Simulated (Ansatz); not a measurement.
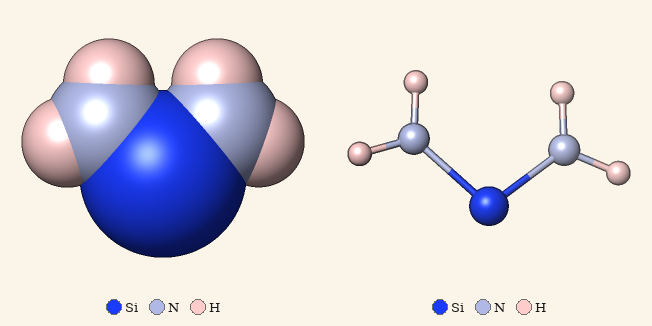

The same structure drawn twice, from different directions.

Computed geometry: PBE0-D4/def2-TZVP optimisation.

Question: Give the formula.

Answer: H4N2Si, 7 atoms: 4 hydrogen, 2 nitrogen and 1 silicon.

Question: How many sets of symmetry-equivalent atoms are there?

Answer: 4: 1 Si, 2 N, 2 H, 2 H.

Question: How many bonds of each kind are drawn?

Answer: 4 N–H, 2 N–Si. Sticks follow a distance rule.

The parts below concern this one geometry. Atoms keep their numbers from picture to picture.

Geometry

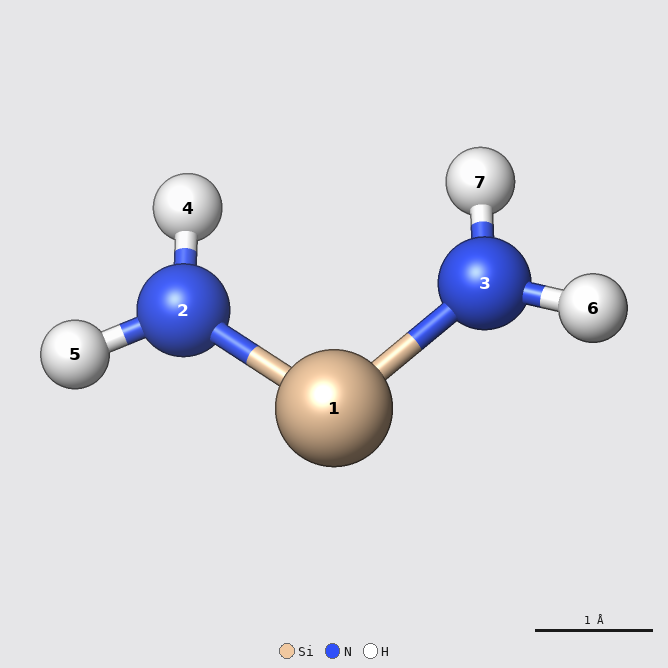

List the bonds and their lengths.

```tsv
bond	length (Å)
Si1–N2	1.716
Si1–N3	1.716
N2–H4	1.009
N2–H5	1.006
N3–H6	1.006
N3–H7	1.009
```

Dipole moment

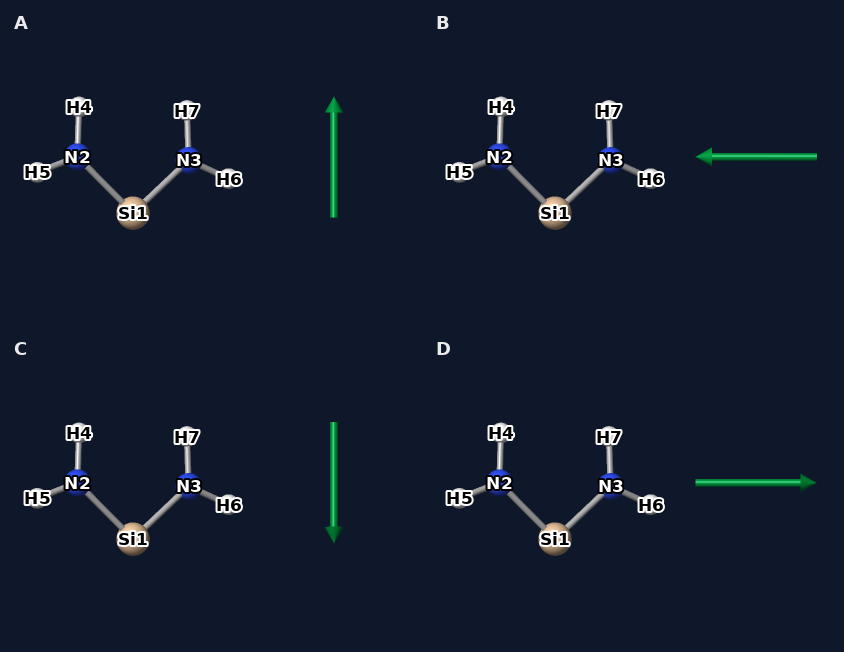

The same molecule four times, each with an arrow. Level of theory: RKS PBE0-D4/def2-TZVP (Ansatz 0.2.0).

Question: Which arrow points along the dipole moment, from the negative to the positive end?

Answer: A. The dipole moment is 2.27 D; it points from the side of Si1 to the side of H4, H7 (the outermost atoms at the two ends).

Charges

The questions are on Mulliken charges. Properties computed with RKS PBE0-D4/def2-TZVP (Ansatz 0.2.0).

List the Mulliken charges.

```csv
atom,value (e)
Si1,0.26
N2,−0.59
N3,−0.59
H4,0.22
H5,0.24
H6,0.24
H7,0.22
```

Thermal motion

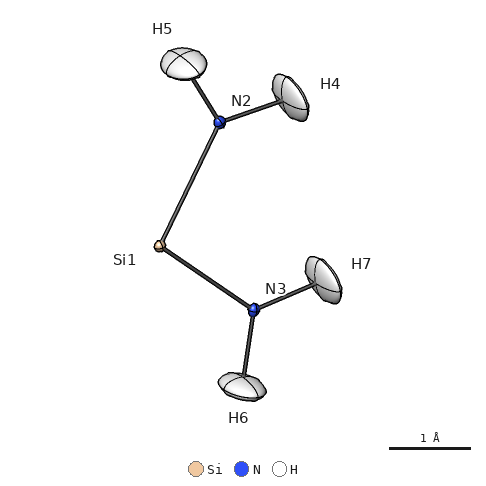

Displacement ellipsoids at the 50 % level, from the internal vibrations of the free molecule (harmonic, no overall translation or rotation; no half-axis is drawn under 0.075 Å). Vibrations computed with RKS PBE0-D4/def2-TZVP (Ansatz 0.2.0). Temperature: 600 K.

Question: Which atom moves most?

Answer: H4, H7, with U_eq = 0.0403 Å².

Question: Does H4 move more along its bond or across it?

Answer: Across it: the root-mean-square amplitude is 0.074 Å along the bond and up to 0.283 Å across, since bending and torsion are softer than stretching.

Give the displacement parameters, one line for each set of equivalent atoms.

```csv
atom,U_eq (Å²),rms amplitudes (Å)
Si1,0.00060,"0.011, 0.019, 0.036"
"N2, N3",0.0018,"0.031, 0.037, 0.056"
"H4, H7",0.0403,"0.074, 0.188, 0.283"
"H5, H6",0.0354,"0.084, 0.165, 0.268"
```

Mulliken values depend strongly on the basis set and can even reverse the polarity of a bond.
